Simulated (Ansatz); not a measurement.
## C₂H₄F₃InO: geometry relaxation (part 1 of 2)

- system: C₂H₄F₃InO, SMILES FC(F)(F)C[O][InH2]
- method: RKS PBE0-D4/def2-TZVP (Ansatz 0.2.0)

The geometry: GFN2-xTB start.

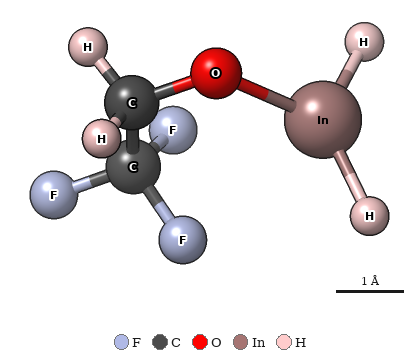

Figure 1. The starting structure (ball-and-stick view, seen at a tilt). Sticks mark near contacts. Bond lengths as drawn: C–C 1.52 Å, C–F 1.33 to 1.36 Å, C–H 1.10 Å, C–O 1.38 Å, H–In 1.69 Å and In–O 2.04 Å.

## Results in brief

- outcome: converged
- total energy: −17503.8600 eV
- mean-field energy: −17503.6521 eV
- dispersion energy: −0.2078 eV
- SCF solution under orbital rotations: stable
- largest force (length of the vector) at the end: 0.002 eV/Å
- dipole moment: 2.40 D
- hardware: 4 threads of Arm Neoverse V1, 23 GiB of memory available, shared host
- wall time: 2.7 min (CPU time 10 min)
- peak memory: 0.92 GiB

## Input file
```yaml
crystal:
  periodic: [false, false, false]
  atoms:
    - {symbol: F, position_ang: [0.908430, -0.447900, 1.260700]}
    - {symbol: C, position_ang: [-0.306080, -0.788060, 0.763050]}
    - {symbol: F, position_ang: [-0.877010, -1.591080, 1.652190]}
    - {symbol: F, position_ang: [-0.014920, -1.551310, -0.326170]}
    - {symbol: C, position_ang: [-1.126410, 0.432340, 0.394530]}
    - {symbol: O, position_ang: [-0.492750, 1.171310, -0.578360]}
    - {symbol: In, position_ang: [1.338510, 0.601960, -1.276700]}
    - {symbol: H, position_ang: [-1.269170, 1.011040, 1.320020]}
    - {symbol: H, position_ang: [-2.105540, 0.069930, 0.046130]}
    - {symbol: H, position_ang: [2.698310, 1.121290, -0.413210]}
    - {symbol: H, position_ang: [1.246620, -0.029500, -2.842190]}
basis:
  gaussian: {orbitals: def2-TZVP}
hamiltonian: {xc: pbe0, dispersion: d4}
relax: {f_tol: 0.005, max_steps: 150}
```

Launch command:
```bash
ansatz run in.yaml --threads 4 --pin off --events-out ev --progress --plain --max-ram 11315MiB
```

## Log
```
Functional definition: PBE0
  name "PBE0"
  cite "Adamo & Barone, J. Chem. Phys. 110, 6158 (1999) doi:10.1063/1.478522"
  cite "Perdew, Burke & Ernzerhof, Phys. Rev. Lett. 77, 3865 (1996) doi:10.1103/PhysRevLett.77.3865"
  parent pbe
  parameter a = 0.25
  parameter kappa = 0.804
  parameter beta = 0.06672455060314922
  exchange = (1 - a)*pbe_x(kappa = kappa, mu = beta*pi^2/3) + a*exact_x
  correlation = pbe_c(beta = beta)
1636 factors; their error is unknown
mean field evaluation 1: about -17496.2031 eV, gradient 6.5e1 eV
mean field evaluation 2: about -17464.0056 eV, gradient 1.4e2 eV
mean field evaluation 4: about -17503.1932 eV, gradient 9.1e0 eV
mean field evaluation 8: about -17503.3010 eV, gradient 2.1e-1 eV
mean field evaluation 16: about -17503.3711 eV, gradient 6.7e-3 eV
mean field -17503.37114696 eV, -643.2370254398 hartree, gradient 4.2e-5 eV, S^2 0.000000; 0 other end points of the search recorded, 0 dependent functions left out
the calculation of the forces begins
reference -17503.37118732 eV, -643.2370269228 hartree; 36, 36 occupied and 224, 224 virtual orbitals, 1636 factors
relax step   1: F+E_penalty+E_count = -17503.58547096 eV  Δ(F+E_penalty+E_count) = +0.000e0 eV  max|allowed force component| = 5.359e-1 eV/Å  Δτ_max = 0.0000 Å  (31 SCF iters, accepted)
these checks for a lower state are left out or cut short: starts, cluster_reference, orbital_swaps, neighbouring_geometries, increment
1636 factors; their error is unknown
mean field -17503.45834244 eV, -643.2402298146 hartree, gradient 9.9e-6 eV, S^2 0.000000; 0 other end points of the search recorded, 0 dependent functions left out
[... from here on the field's lines of each further geometry are left out, up to the last ...]
relax step   2: F+E_penalty+E_count = -17503.67091737 eV  Δ(F+E_penalty+E_count) = -8.545e-2 eV  max|allowed force component| = 3.634e-1 eV/Å  Δτ_max = 0.1353 Å  (32 SCF iters, accepted)
relax step   3: F+E_penalty+E_count = -17503.69048166 eV  Δ(F+E_penalty+E_count) = -1.956e-2 eV  max|allowed force component| = 2.864e-1 eV/Å  Δτ_max = 0.0587 Å  (32 SCF iters, accepted)
relax step   4: F+E_penalty+E_count = -17503.70216725 eV  Δ(F+E_penalty+E_count) = -1.169e-2 eV  max|allowed force component| = 1.418e-1 eV/Å  Δτ_max = 0.0836 Å  (32 SCF iters, accepted)
relax step   5: F+E_penalty+E_count = -17503.71493845 eV  Δ(F+E_penalty+E_count) = -1.277e-2 eV  max|allowed force component| = 1.297e-1 eV/Å  Δτ_max = 0.1270 Å  (30 SCF iters, accepted)
relax step   6: F+E_penalty+E_count = -17503.72331441 eV  Δ(F+E_penalty+E_count) = -8.376e-3 eV  max|allowed force component| = 1.309e-1 eV/Å  Δτ_max = 0.0628 Å  (32 SCF iters, accepted)
relax step   7: F+E_penalty+E_count = -17503.73940387 eV  Δ(F+E_penalty+E_count) = -1.609e-2 eV  max|allowed force component| = 4.872e-1 eV/Å  Δτ_max = 0.1950 Å  (38 SCF iters, accepted)
relax step   8: F+E_penalty+E_count = -17503.75643951 eV  Δ(F+E_penalty+E_count) = -1.704e-2 eV  max|allowed force component| = 3.451e-1 eV/Å  Δτ_max = 0.0513 Å  (33 SCF iters, accepted)
relax step   9: F+E_penalty+E_count = -17503.78759107 eV  Δ(F+E_penalty+E_count) = -3.115e-2 eV  max|allowed force component| = 3.536e-1 eV/Å  Δτ_max = 0.1906 Å  (38 SCF iters, accepted)
relax step  10: F+E_penalty+E_count = -17503.79380638 eV  Δ(F+E_penalty+E_count) = -6.215e-3 eV  max|allowed force component| = 3.333e-1 eV/Å  Δτ_max = 0.1969 Å  (32 SCF iters, accepted)
relax step  11: F+E_penalty+E_count = -17503.82141261 eV  Δ(F+E_penalty+E_count) = -2.761e-2 eV  max|allowed force component| = 2.957e-1 eV/Å  Δτ_max = 0.1497 Å  (31 SCF iters, accepted)
relax step  12: F+E_penalty+E_count = -17503.84495774 eV  Δ(F+E_penalty+E_count) = -2.355e-2 eV  max|allowed force component| = 2.033e-1 eV/Å  Δτ_max = 0.1997 Å  (32 SCF iters, accepted)
relax step  13: F+E_penalty+E_count = -17503.85264790 eV  Δ(F+E_penalty+E_count) = -7.690e-3 eV  max|allowed force component| = 9.868e-2 eV/Å  Δτ_max = 0.1072 Å  (33 SCF iters, accepted)
relax step  14: F+E_penalty+E_count = -17503.85732596 eV  Δ(F+E_penalty+E_count) = -4.678e-3 eV  max|allowed force component| = 1.181e-1 eV/Å  Δτ_max = 0.1997 Å  (32 SCF iters, accepted)
relax step  15: F+E_penalty+E_count = -17503.85917483 eV  Δ(F+E_penalty+E_count) = -1.849e-3 eV  max|allowed force component| = 3.675e-2 eV/Å  Δτ_max = 0.0083 Å  (34 SCF iters, accepted)
relax step  16: F+E_penalty+E_count = -17503.85836716 eV  Δ(F+E_penalty+E_count) = +8.077e-4 eV  max|allowed force component| = 1.943e-1 eV/Å  Δτ_max = 0.0072 Å  (34 SCF iters, rejected (line search))
relax step  17: F+E_penalty+E_count = -17503.85944235 eV  Δ(F+E_penalty+E_count) = -2.675e-4 eV  max|allowed force component| = 8.112e-3 eV/Å  Δτ_max = 0.0035 Å  (34 SCF iters, accepted)
relax step  18: F+E_penalty+E_count = -17503.85972605 eV  Δ(F+E_penalty+E_count) = -2.837e-4 eV  max|allowed force component| = 9.111e-3 eV/Å  Δτ_max = 0.0266 Å  (34 SCF iters, accepted)
relax step  19: F+E_penalty+E_count = -17503.85986634 eV  Δ(F+E_penalty+E_count) = -1.403e-4 eV  max|allowed force component| = 1.252e-2 eV/Å  Δτ_max = 0.0476 Å  (33 SCF iters, accepted)
relax step  20: F+E_penalty+E_count = -17503.85989919 eV  Δ(F+E_penalty+E_count) = -3.285e-5 eV  max|allowed force component| = 9.509e-3 eV/Å  Δτ_max = 0.0062 Å  (35 SCF iters, accepted)
the calculation of the forces begins
reference -17503.65210662 eV, -643.2473505167 hartree; 36, 36 occupied and 224, 224 virtual orbitals, 1636 factors
relax step  21: F+E_penalty+E_count = -17503.85991512 eV  Δ(F+E_penalty+E_count) = -1.593e-5 eV  max|allowed force component| = 1.563e-3 eV/Å  Δτ_max = 0.0042 Å  (35 SCF iters, accepted)
```

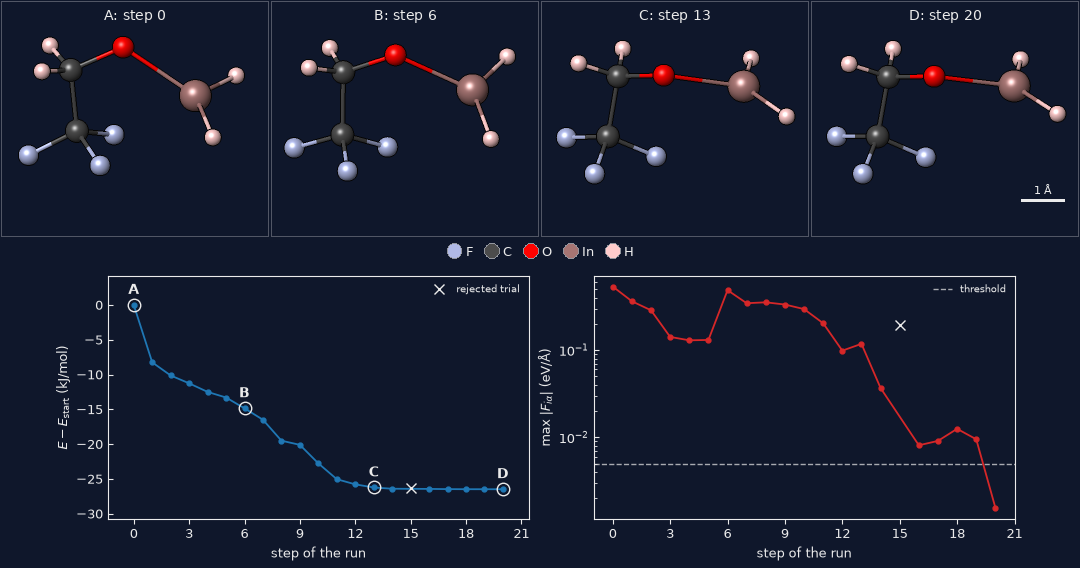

Figure 2. Frames of the relaxation (ball-and-stick view, seen at a tilt) above the curves, on which the letters mark them (the first geometry is step 0 here and step 1 in the log).

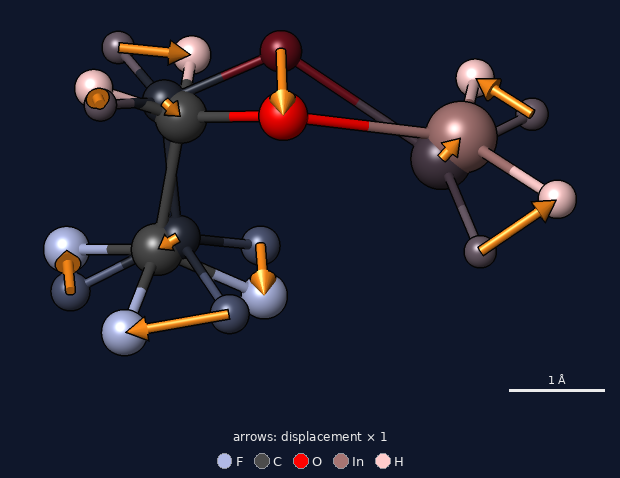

Figure 3. Start (faint) and end (solid) with the displacements as orange arrows, at true length (ball-and-stick view, seen at a tilt). The two geometries are laid on each other by the best rigid fit. After 20 geometry steps the energy has fallen by 26.5 kJ/mol. Largest force component: 0.54 eV/Å at the start, 0.0016 eV/Å at the end. The line search rejected the trial step at point 15 (counted from 0) and went back. F1 moves most after the best rigid fit: 1.12 Å. Largest moves by element: F 1.12 Å, H 0.98 Å, O 0.91 Å, In 0.31 Å, C 0.25 Å. Distances before and after: F1–C2 1.356 → 1.332 Å, O6–In7 2.041 → 2.018 Å, In7–H11 1.691 → 1.708 Å, C2–F3 1.327 → 1.335 Å. Among the angles that change: H10–In7–H11 129.1° → 138.0°, O6–In7–H10 117.4° → 110.1°, O6–C5–H9 111.3° → 114.4°. (Atoms are counted from 1 in the order of the input.)

```
1636 factors; their error is unknown
mean field -17503.65206741 eV, -643.2473490758 hartree, gradient 1.6e-5 eV, S^2 0.000000; 1 other end points of the search recorded, 0 dependent functions left out
the calculation of the forces begins
reference -17503.65210662 eV, -643.2473505167 hartree; 36, 36 occupied and 224, 224 virtual orbitals, 1636 factors
Total energy: -17503.85995433 eV, -643.2549887793 hartree
Atom 0 at     0.249067    -0.666329     2.155169 Å, force     0.000163    -0.000227     0.000436 eV/Å
Atom 1 at    -0.386677    -0.864663     1.001854 Å, force    -0.000246     0.001511    -0.000138 eV/Å
Atom 2 at    -1.385531    -1.722317     1.225130 Å, force    -0.000211     0.000116    -0.000033 eV/Å
Atom 3 at     0.496644    -1.490536     0.178973 Å, force     0.001281    -0.000431    -0.000704 eV/Å
Atom 4 at    -0.880594     0.421841     0.368531 Å, force     0.000331     0.001016     0.000867 eV/Å
Atom 5 at     0.169246     1.241036     0.019071 Å, force    -0.000387    -0.000868     0.000783 eV/Å
Atom 6 at     1.363274     0.748772    -1.531984 Å, force    -0.001563    -0.000078     0.000822 eV/Å
Atom 7 at    -1.525877     0.908942     1.111245 Å, force     0.000626    -0.000256    -0.000418 eV/Å
Atom 8 at    -1.519951     0.116056    -0.475699 Å, force    -0.000804    -0.000460    -0.001250 eV/Å
Atom 9 at     2.902078     1.441487    -1.327730 Å, force     0.000510    -0.000228    -0.000222 eV/Å
Atom 10 at     0.518312    -0.134269    -2.724571 Å, force     0.000301    -0.000095    -0.000142 eV/Å
Dipole moment:     0.052322     0.138232    -0.477539 e Å
```

## Trajectory as extended XYZ (Å, eV, eV/Å), 21 frames, from step=1 to step=21
```
11
Properties=species:S:1:pos:R:3:forces:R:3 step=1 energy=-17503.58547
F     0.9084   -0.4479    1.2607   -0.1649   0.0837  -0.0022
C    -0.3061   -0.7881    0.7631   -0.0982  -0.4576   0.5359
F    -0.8770   -1.5911    1.6522   -0.1534   0.1391  -0.0372
F    -0.0149   -1.5513   -0.3262   -0.0792   0.1463  -0.0571
C    -1.1264    0.4323    0.3945    0.2683   0.0105  -0.2035
O    -0.4928    1.1713   -0.5784    0.1662  -0.0741  -0.0033
In    1.3385    0.6020   -1.2767    0.1068   0.3933  -0.3590
H    -1.2692    1.0110    1.3200   -0.0613  -0.1249   0.0418
H    -2.1055    0.0699    0.0461    0.0038  -0.0536   0.1312
H     2.6983    1.1213   -0.4132    0.1197   0.0913   0.2129
H     1.2466   -0.0295   -2.8422   -0.1079  -0.1540  -0.2595
11
Properties=species:S:1:pos:R:3:forces:R:3 step=2 energy=-17503.67092
F     0.8705   -0.4942    1.3376   -0.1571  -0.0547   0.0820
C    -0.3334   -0.8197    0.8099    0.3634  -0.0193  -0.0935
F    -0.9607   -1.5975    1.6835   -0.0696   0.1698  -0.1071
F    -0.0297   -1.5804   -0.2766   -0.0745  -0.0464   0.0728
C    -1.0954    0.4206    0.3923    0.0931   0.0258  -0.0962
O    -0.4304    1.1473   -0.5744    0.1124  -0.2248   0.1172
In    1.3932    0.6736   -1.3776   -0.1084   0.0193  -0.0246
H    -1.2563    0.9977    1.3155   -0.0243   0.0218  -0.0176
H    -2.0759    0.0705    0.0365   -0.0179   0.0119   0.0178
H     2.7081    1.2024   -0.4018   -0.1413  -0.0329  -0.1379
H     1.2101   -0.0201   -2.9449    0.0241   0.1295   0.1871
11
Properties=species:S:1:pos:R:3:forces:R:3 step=3 energy=-17503.69048
F     0.8538   -0.5218    1.3866   -0.1567  -0.0575   0.0048
C    -0.3384   -0.8316    0.8274    0.2864   0.0256  -0.0712
F    -1.0067   -1.5864    1.6906   -0.0490   0.0842  -0.0588
F    -0.0272   -1.6074   -0.2452   -0.0340   0.0047   0.0904
C    -1.0819    0.4127    0.3908    0.0487   0.0408  -0.0857
O    -0.4059    1.1306   -0.5714    0.0690  -0.1729   0.0981
In    1.4012    0.6815   -1.4005   -0.1187   0.0517   0.0073
H    -1.2528    0.9977    1.3074    0.0023   0.0131  -0.0097
H    -2.0628    0.0695    0.0289   -0.0093  -0.0088   0.0059
H     2.7093    1.2290   -0.4451   -0.0372  -0.0213  -0.0378
H     1.2114    0.0263   -2.9695   -0.0014   0.0406   0.0568
11
Properties=species:S:1:pos:R:3:forces:R:3 step=4 energy=-17503.70217
F     0.8282   -0.5467    1.4622   -0.1418  -0.0378  -0.0608
C    -0.3375   -0.8404    0.8488    0.1139   0.0215   0.0444
F    -1.0648   -1.5724    1.6871    0.0159  -0.0041  -0.0304
F     0.0007   -1.6300   -0.2027    0.0014   0.0415   0.0703
C    -1.0641    0.4035    0.3859    0.0094   0.0287  -0.0376
O    -0.3739    1.1122   -0.5657   -0.0332  -0.0206   0.0532
In    1.4037    0.7022   -1.4340   -0.0003  -0.0131  -0.0077
H    -1.2510    0.9968    1.2944    0.0101  -0.0028  -0.0095
H    -2.0410    0.0602    0.0120    0.0036  -0.0182   0.0034
H     2.7136    1.2342   -0.4830    0.0263  -0.0048   0.0022
H     1.1862    0.0803   -3.0051   -0.0052   0.0096  -0.0274
11
Properties=species:S:1:pos:R:3:forces:R:3 step=5 energy=-17503.71494
F     0.7773   -0.5118    1.5732   -0.0171  -0.0495   0.0280
C    -0.3285   -0.8288    0.8814    0.0166   0.1297   0.0727
F    -1.0921   -1.5964    1.6548    0.0365  -0.0126  -0.0402
F     0.1005   -1.5896   -0.1587    0.0306  -0.0340  -0.0166
C    -1.0595    0.3999    0.3860   -0.0998  -0.0441  -0.0515
O    -0.3395    1.1292   -0.5219    0.0978   0.0706  -0.0512
In    1.3935    0.6903   -1.4721   -0.0837  -0.0301   0.0690
H    -1.3039    0.9879    1.2838   -0.0005  -0.0152  -0.0012
H    -2.0092    0.0342   -0.0370    0.0092  -0.0112   0.0236
H     2.7382    1.1347   -0.5255    0.0321  -0.0090   0.0003
H     1.1232    0.1505   -3.0641   -0.0218   0.0055  -0.0330
```
